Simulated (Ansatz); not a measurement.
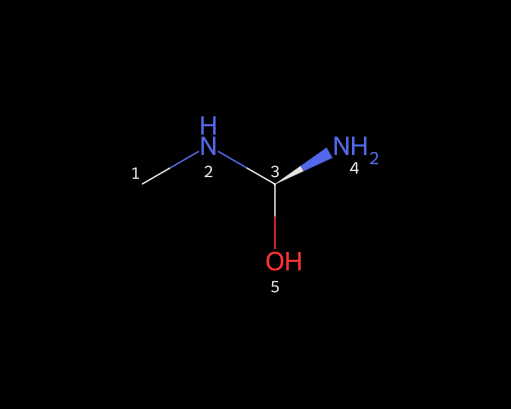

A structural formula, with wedges where it has stereocentres; small numbers name the atoms. The configuration is that of a computed structure (PBE-D4/def2-SVP).

Question: Give the R/S and E/Z labels.

Answer: C3: R.
